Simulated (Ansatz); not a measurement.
O$_{2}$Si (SMILES O=[Si]=O)

| atom | x (Å) | y (Å) | z (Å) |
| --- | --- | --- | --- |
| O | 0.6977 | 1.2296 | 0.5188 |
| Si | 0.0000 | 0.0000 | 0.0000 |
| O | -0.6977 | -1.2296 | -0.5188 |

Geometry: PBE0-D4/def2-TZVP.

These are results of RKS PBE0-D4/def2-TZVPP in Ansatz, not measurements.

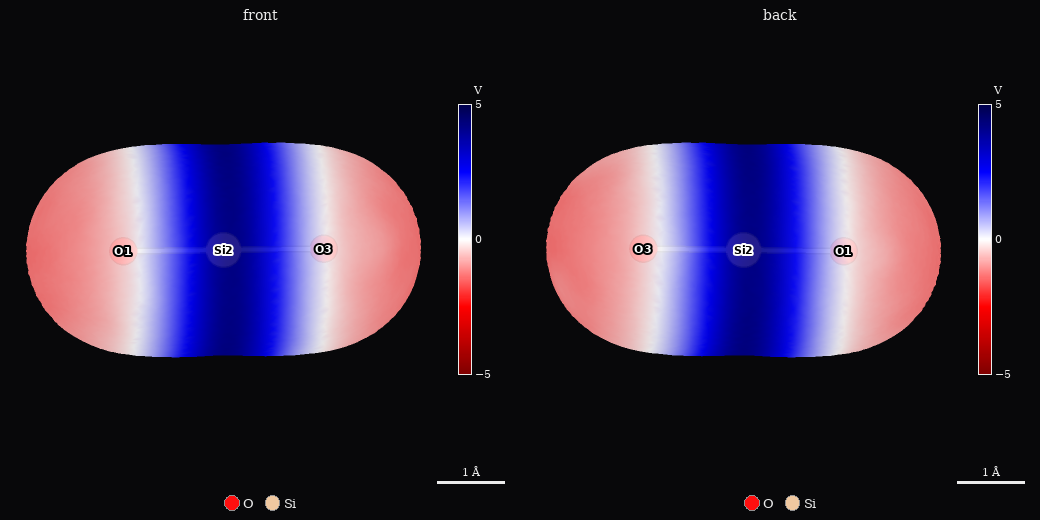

Figure 1. The electrostatic potential painted on the density surface at 0.004 e/bohr³, seen from the front and from behind; the colour scale runs from red (negative) to blue (positive).

### Which sites attract a positive test charge, and which a negative one?

A positive charge is drawn to the negative regions and a negative charge to the positive ones. The most negative region (about −1.3 V) lies over O1 and O3, the most positive (about +4.2 V) over Si2.

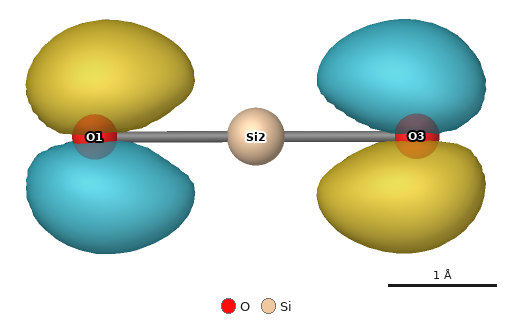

Figure 2. The HOMO at ±0.2 Å⁻³ᐟ² (yellow and cyan are the two phases), seen from one side.

### Describe this orbital and give its energy.

Its weight (Hirshfeld) is mainly on O1 (about 40 %) and O3 (about 40 %); it is gerade (even under inversion); largely a combination of lone pairs on O1 and O3. It is one of a degenerate set, so its orientation is arbitrary. Its energy is −9.95 eV.

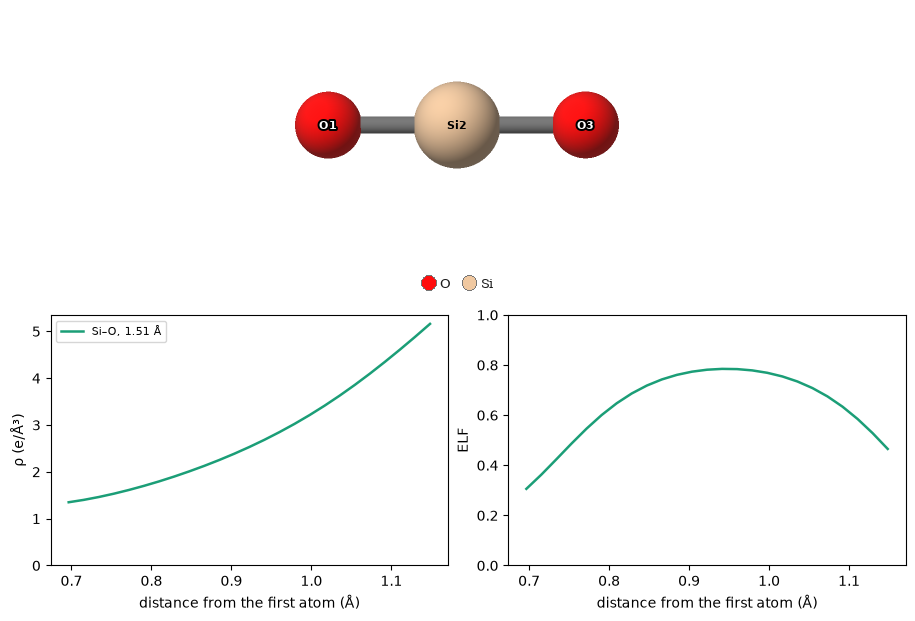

Figure 3. Electron density and ELF along straight lines between neighbouring atoms. The curves leave out the atomic cores. The structure is drawn too.

### What can be read from the curves?

Si–O (1.51 Å): the density is about 1.5 e/Å³ at the midpoint; the ELF peaks at about 0.80 in the valence shell of O, 0.6 Å from its nucleus, and is about 0.50 at the midpoint.

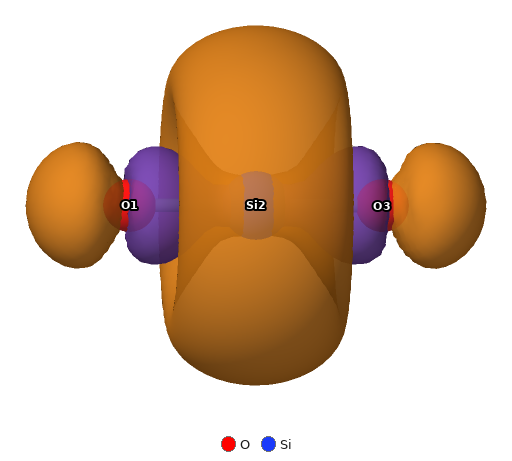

Figure 4. The LUMO at ±0.08 Å⁻³ᐟ² (orange and purple are the two phases), seen from one side.

### Where does this orbital lie, and at what energy?

By Hirshfeld shares it lies mainly on Si2 (about 65 %), O1 (about 15 %) and O3 (about 15 %); it is of σ type; it is gerade (even under inversion). Its energy is −3.46 eV.
